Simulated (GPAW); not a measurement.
# TiSi2As4 monolayer: work function by functional and basis, part 2 of 2

Wanted: work functions and dipole of TiSi2As4 monolayer, with the cost of each level.

GPAW 26.7.0; GPAW, PAW setups; layer in a repeated cell with vacuum, relaxation of atoms and in-plane cell (the session's first sound run).

So far, upper work function (eV): step 3 (plane waves, PBE) 5.05; step 4 (self-consistent run: xc = "LDA") 5.33; step 5 (self-consistent run: xc = "vdW-DF2", GPAW, PAW setups, GPAW) 5.38; step 6 (OptPBE vdW: xc = "optPBE-vdW", GPAW, PAW setups, GPAW) 5.26.

## 7. Self-consistent run: xc = "revPBE"

Level of this step: GPAW, PAW setups; slab in vacuum (GPAW).

The same geometry under revPBE, to see how far the functional moves the levels against the vacuum.

run.py reads:

```python
import json
import numpy as np
from ase import Atoms
from gpaw import GPAW, PW

slab = Atoms(
    ['As', 'Si', 'As', 'Ti', 'As', 'Si', 'As'],
    positions=[
        [-0.00000, 0.00000, 7.00000],
        [-0.00000, 2.14091, 8.09619],
        [-0.00000, 2.14091, 10.46831],
        [-0.00000, 0.00000, 11.94961],
        [-0.00000, 2.14091, 13.43092],
        [-0.00000, 2.14091, 15.80303],
        [-0.00000, 0.00000, 16.89923]],
    cell=[[3.70817, -0.0, 0.0], [-1.85408, 3.21137, 0.0], [0.0, 0.0, 23.8992]],
    pbc=[True, True, False])

slab.calc = GPAW(mode=PW(400), xc='revPBE', kpts={'size': (9, 9, 1), 'gamma': True},
                 occupations={'name': 'fermi-dirac', 'width': 0.05}, nbands='200%',
                 convergence={'density': 1e-05}, maxiter=200,
                 poissonsolver={'dipolelayer': 'xy'},
                 symmetry={'tolerance': 1e-3}, txt='slab.txt')
result = {}
energy = slab.get_potential_energy()
fermi = slab.calc.get_fermi_level()
v = slab.calc.get_electrostatic_potential().mean((0, 1)) - fermi
n = slab.calc.get_pseudo_density().mean((0, 1))
L = slab.cell[2, 2]
z = np.arange(len(v)) * L / len(v)
low, high = slab.positions[:, 2].min(), slab.positions[:, 2].max()
below, above = np.interp([low - 4.8, high + 4.8], z, v)
slopes = [np.interp(x, z, np.gradient(v, z)) for x in (low - 4.8, high + 4.8)]
eps = np.array([[slab.calc.get_eigenvalues(k, s) for k in range(len(slab.calc.get_ibz_k_points()))]
                for s in range(slab.calc.get_number_of_spins())]) - fermi
top, bottom = eps[eps < 0].max(), eps[eps > 0].min()
dipole = slab.get_dipole_moment()[2]
print(f'energy {energy:.4f} eV, Fermi level {fermi:.4f} eV, dipole {dipole:.5f} e A')
print(f'potential 4.8 A off the faces, from the Fermi level: lower {below:.4f} eV, upper {above:.4f} eV')
print(f'slope of the potential there: lower {slopes[0]:.5f}, upper {slopes[1]:.5f} eV/A')
print(f'nearest levels on the mesh: {top:.4f} and {bottom:.4f} eV')
print('magnetic moment', round(slab.get_magnetic_moment(), 3))
result.update(energy=energy, fermi=fermi, dipole=dipole, below=below, above=above, slopes=slopes, edges=[top, bottom],
              z=z.tolist(), v=v.tolist(), n=n.tolist(), positions=slab.positions.tolist(),
              forces=slab.get_forces(apply_constraint=False).tolist(), moments=slab.get_magnetic_moments().tolist())
json.dump(result, open('result.json', 'w'))
```

Launch:

```sh
OMP_NUM_THREADS=1 OPENBLAS_NUM_THREADS=1 python run.py
```

The program printed:

```text
energy -35.6194 eV, Fermi level 0.6964 eV, dipole 0.00041 e A
potential 4.8 A off the faces, from the Fermi level: lower 4.9567 eV, upper 4.9484 eV
slope of the potential there: lower -0.00018, upper 0.00018 eV/A
nearest levels on the mesh: -0.1661 and 0.0032 eV
magnetic moment 0.0
```

Elapsed: 86 s, on 1 thread of Arm Neoverse V1, shared host; peak memory 0.25 GiB.

This step gave:

```yaml
dipole_along_the_normal: 4.11e-4 e·Å
levels_nearest_the_fermi_level_on_the_mesh: -0.1661, 0.003213 eV from the Fermi level
upper_work_function: 4.948 eV
lower_work_function: 4.957 eV
```

The electrostatic potential energy of an electron (without an applied field's), less the Fermi level, planar mean oscillates, so the rows of the table below give means over windows of 2.5 Å about each position, cut where the curve ends. Its maxima inside the range that stand out by 2 % of the span (Å: eV): 7.6: -9.41, 9.3: 2.15, 11.2: -4.43, 12.7: -4.43, 14.6: 2.15, 16.3: -9.42. Its minima: 7.0: -13.9, 8.0: -10.9, 10.5: -12.1, 11.9: -12.2, 13.4: -12.1, 15.9: -10.9, 16.9: -13.9.

Electrostatic potential energy of an electron (without an applied field's), less the Fermi level, planar mean against z; means over each step:

| z (Å) | electrostatic potential energy of an electron (without an applied field's), less the Fermi level, planar mean (eV) |
| --- | --- |
| 0.0 | 4.96 |
| 2.5 | 4.96 |
| 5.0 | 4.23 |
| 7.5 | -8.70 |
| 10.0 | -3.93 |
| 12.5 | -8.48 |
| 15.0 | -3.70 |
| 17.5 | -3.67 |
| 20.0 | 4.91 |
| 22.5 | 4.95 |

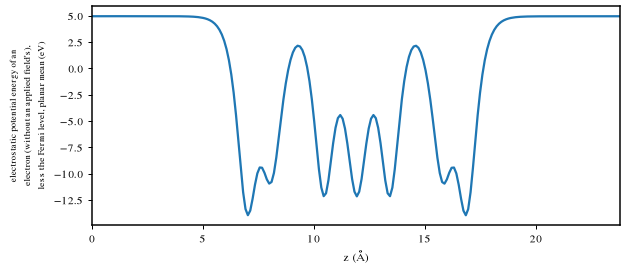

Electrostatic potential energy of an electron (without an applied field's), less the Fermi level, planar mean against z.

The upper face's work function is 4.948 eV, against 5.054 eV in the first plane-wave PBE run at this geometry.

## 8. Self-consistent run: xc = "RPBE"

The same geometry under RPBE, to see how far the functional moves the levels against the vacuum.

run.py, as its differences from that of step 7:

```diff
@@ -18,3 +18,3 @@
 
-slab.calc = GPAW(mode=PW(400), xc='revPBE', kpts={'size': (9, 9, 1), 'gamma': True},
+slab.calc = GPAW(mode=PW(400), xc='RPBE', kpts={'size': (9, 9, 1), 'gamma': True},
                  occupations={'name': 'fermi-dirac', 'width': 0.05}, nbands='200%',
```

The program printed:

```text
energy -35.2907 eV, Fermi level 0.7156 eV, dipole 0.00041 e A
potential 4.8 A off the faces, from the Fermi level: lower 4.9523 eV, upper 4.9440 eV
slope of the potential there: lower -0.00018, upper 0.00018 eV/A
nearest levels on the mesh: -0.0033 and 0.0727 eV
magnetic moment 0.0
```

The job ended after 86 s (1 thread; peak memory 0.25 GiB).

This step gave:

* dipole along the normal: 4.12e-4 e·Å
* levels nearest the Fermi level on the mesh: -0.003282, 0.07274 eV from the Fermi level
* upper work function: 4.944 eV
* lower work function: 4.952 eV

The electrostatic potential energy of an electron (without an applied field's), less the Fermi level, planar mean oscillates, so the rows of the table below give means over windows of 2 Å about each position, cut where the curve ends. Its maxima inside the range that stand out by 2 % of the span (Å: eV): 7.6: -9.44, 9.3: 2.12, 11.2: -4.47, 12.7: -4.47, 14.6: 2.12, 16.3: -9.45. Its minima: 7.0: -14.0, 8.0: -11.0, 10.5: -12.2, 11.9: -12.2, 13.4: -12.2, 15.9: -11.0, 16.9: -14.0.

Electrostatic potential energy of an electron (without an applied field's), less the Fermi level, planar mean against z; means over each step:

| z (Å) | electrostatic potential energy of an electron (without an applied field's), less the Fermi level, planar mean (eV) |
| --- | --- |
| 0 | 4.95 |
| 2 | 4.95 |
| 4 | 4.92 |
| 6 | -0.483 |
| 8 | -8.24 |
| 10 | -4.34 |
| 12 | -7.42 |
| 14 | -4.00 |
| 16 | -8.94 |
| 18 | 0.421 |
| 20 | 4.92 |
| 22 | 4.94 |

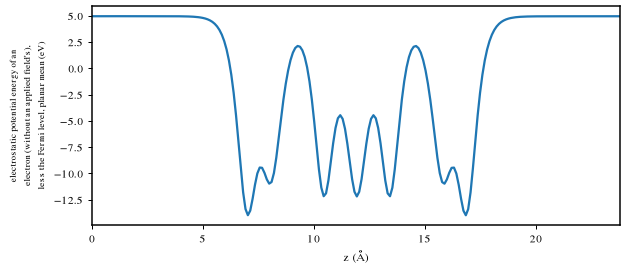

Electrostatic potential energy of an electron (without an applied field's), less the Fermi level, planar mean, plotted against z.

The upper face's work function is 4.944 eV, against 5.054 eV in the first plane-wave PBE run at this geometry.

## 9. Real-space grid: mode = "fd"

A real-space grid is a second complete basis, so it checks the plane-wave result.

run.py, as its differences from that of step 8:

```diff
@@ -3,3 +3,3 @@
 from ase import Atoms
-from gpaw import GPAW, PW
+from gpaw import GPAW
 
@@ -18,3 +18,3 @@
 
-slab.calc = GPAW(mode=PW(400), xc='RPBE', kpts={'size': (9, 9, 1), 'gamma': True},
+slab.calc = GPAW(mode='fd', h=0.18, xc='PBE', kpts={'size': (9, 9, 1), 'gamma': True},
                  occupations={'name': 'fermi-dirac', 'width': 0.05}, nbands='200%',
```

The program printed:

```text
energy -37.6787 eV, Fermi level -5.0629 eV, dipole 0.00055 e A
potential 4.8 A off the faces, from the Fermi level: lower 5.0670 eV, upper 5.0586 eV
slope of the potential there: lower -0.00017, upper 0.00017 eV/A
nearest levels on the mesh: -0.1400 and 0.0294 eV
magnetic moment 0.0
```

Wall time 3.5 min (1 thread); peak memory 0.62 GiB.

This step gave:

| Item | Value |
| --- | --- |
| dipole along the normal | 5.53e-4 e·Å |
| levels nearest the Fermi level on the mesh | -0.1400, 0.02936 eV from the Fermi level |
| upper work function | 5.059 eV |
| lower work function | 5.067 eV |

The upper face's work function is 5.059 eV, against 5.054 eV in the first plane-wave PBE run at this geometry.

## 10. Atomic orbitals: mode = "lcao"

Atom-centred orbitals end a few angstrom from the surface, which tests how much the density's tail matters.

run.py, as its differences from that of step 9:

```diff
@@ -18,4 +18,4 @@
 
-slab.calc = GPAW(mode='fd', h=0.18, xc='PBE', kpts={'size': (9, 9, 1), 'gamma': True},
-                 occupations={'name': 'fermi-dirac', 'width': 0.05}, nbands='200%',
+slab.calc = GPAW(mode='lcao', basis='dzp', h=0.18, xc='PBE', kpts={'size': (9, 9, 1), 'gamma': True},
+                 occupations={'name': 'fermi-dirac', 'width': 0.05}, nbands='120%',
                  convergence={'density': 1e-05}, maxiter=200,
```

The program printed:

```text
energy -36.7732 eV, Fermi level -4.8303 eV, dipole 0.00055 e A
potential 4.8 A off the faces, from the Fermi level: lower 4.8345 eV, upper 4.8262 eV
slope of the potential there: lower -0.00000, upper -0.00000 eV/A
nearest levels on the mesh: -0.1422 and 0.0294 eV
magnetic moment 0.0
```

Run time: 2.3 min. Hardware: 1 thread; peak memory 0.32 GiB.

This step gave:

| Quantity | Value |
| --- | --- |
| dipole along the normal | 5.54e-4 e·Å |
| levels nearest the Fermi level on the mesh | -0.1422, 0.02940 eV from the Fermi level |
| upper work function | 4.826 eV |
| lower work function | 4.835 eV |

The upper face's work function is 4.826 eV, against 5.054 eV in the first plane-wave PBE run at this geometry.

## 11. Cost and result by level

Times are for 1 thread of Arm Neoverse V1, shared host. The series side by side:

| no. | run | upper work function (eV) | lower work function (eV) | time | memory (GiB) |
| --- | --- | --- | --- | --- | --- |
| 1 | pw | 5.054 | 5.062 | 85 s | 0.25 |
| 2 | LDA | 5.335 | 5.343 | 83 s | 0.25 |
| 3 | vdW DF2 | 5.383 | 5.391 | 2.2 min | 0.43 |
| 4 | optPBE vdW | 5.258 | 5.267 | 96 s | 0.43 |
| 5 | revPBE | 4.948 | 4.957 | 86 s | 0.25 |
| 6 | RPBE | 4.944 | 4.952 | 86 s | 0.25 |
| 7 | fd | 5.059 | 5.067 | 3.5 min | 0.62 |
| 8 | lcao | 4.826 | 4.835 | 2.3 min | 0.32 |

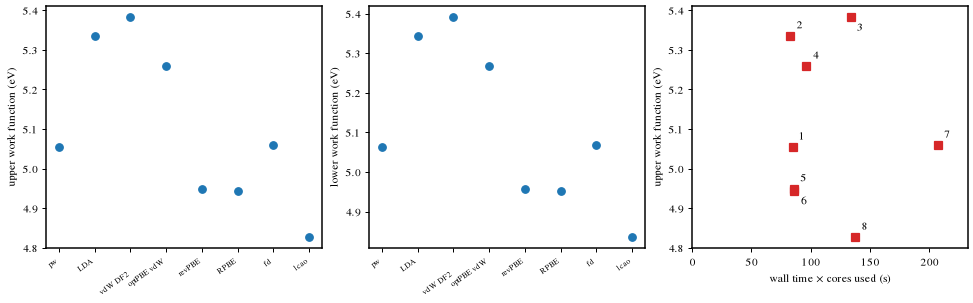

The series as plots; the last panel sets the first result against cost, with the runs numbered as in the table.

## 12. Side by side

Results and costs are gathered.

This step: comparison of work functions, dipole and cost (GPAW 26.7.0).

Ladder, by row:

| step | code | work function, upper (eV) | work function, lower (eV) | dipole (e Å) | wall time (s) | peak memory (GiB) | threads |
| --- | --- | --- | --- | --- | --- | --- | --- |
| pw | GPAW | 5.054 | 5.062 | 4.11e-4 | 84.88 | 0.25 | 1 |
| LDA | GPAW | 5.335 | 5.343 | 4.10e-4 | 82.76 | 0.25 | 1 |
| vdW-DF2 | GPAW | 5.383 | 5.391 | 4.13e-4 | 133.7 | 0.43 | 1 |
| optPBE-vdW | GPAW | 5.258 | 5.267 | 4.12e-4 | 96.25 | 0.43 | 1 |
| revPBE | GPAW | 4.948 | 4.957 | 4.11e-4 | 86.05 | 0.25 | 1 |
| RPBE | GPAW | 4.944 | 4.952 | 4.12e-4 | 86.15 | 0.25 | 1 |
| fd | GPAW | 5.059 | 5.067 | 5.53e-4 | 207.4 | 0.62 | 1 |
| lcao | GPAW | 4.826 | 4.835 | 5.54e-4 | 137.5 | 0.32 | 1 |

## 13. A changed run

One more run, with changed settings.

This step: GPAW, PAW setups; slab in vacuum (GPAW 26.7.0).

run.py, as its differences from that of step 10:

```diff
@@ -3,3 +3,3 @@
 from ase import Atoms
-from gpaw import GPAW
+from gpaw import GPAW, PW
 
@@ -18,5 +18,5 @@
 
-slab.calc = GPAW(mode='lcao', basis='dzp', h=0.18, xc='PBE', kpts={'size': (9, 9, 1), 'gamma': True},
-                 occupations={'name': 'fermi-dirac', 'width': 0.05}, nbands='120%',
-                 convergence={'density': 1e-05}, maxiter=200,
+slab.calc = GPAW(mode=PW(60), xc='PBE', kpts={'size': (9, 9, 1), 'gamma': True},
+                 occupations={'name': 'fermi-dirac', 'width': 0.05}, nbands='200%',
+                 convergence={'density': 1e-05}, maxiter=50,
                  poissonsolver={'dipolelayer': 'xy'},
```

The program printed:

```text
energy 173.3929 eV, Fermi level 1.4522 eV, dipole 0.00044 e A
potential 4.8 A off the faces, from the Fermi level: lower 5.4062 eV, upper 5.3974 eV
slope of the potential there: lower -0.10758, upper 0.10757 eV/A
nearest levels on the mesh: -0.3803 and 0.0496 eV
magnetic moment 0.0
```

Elapsed: 14 s, on 1 thread; peak memory 0.13 GiB.

The run finished. A setting was moved off its sound value on purpose, so it serves as a test and not as the result.

The fault put into the input: a cutoff far too low (ecut = 60).

## 14. Summary of results

```
work function, upper and lower face : 5.054 and 5.062 eV
dipole along the normal             : 4.1e-4 e Å, near the numerical noise
```

What this shows: With plane waves and PBE the work function is 5.05 eV on the upper face and 5.06 eV on the lower. Over the sound runs of the table the upper face's work function spans 4.826 (lcao) to 5.383 eV (vdW-DF2). Atomic orbitals miss the plane-wave value by -0.23 eV, since they describe the tail of the density in the vacuum poorly. The small printed dipole stands for a step of -6.2 meV from the lower to the upper face, and the probes find -8.3 meV; values this small are near the numerical noise of both. The runs had no spin polarisation, so a magnetic state, which thin layers of d-metal atoms can have, wasn't tested. The layer's cell and atoms come from the relaxation; spin-orbit coupling and temperature are left out.

[Logs are printed without paths, hosts, clocks, repeated set-up lines and the standing remarks that a program may print on its own settings, such as how far it seeks lower states.]

[Hosts, paths, dates, database ids (printed as entryN), source tags and the programs' standing remarks are cut or masked in the printed files.]
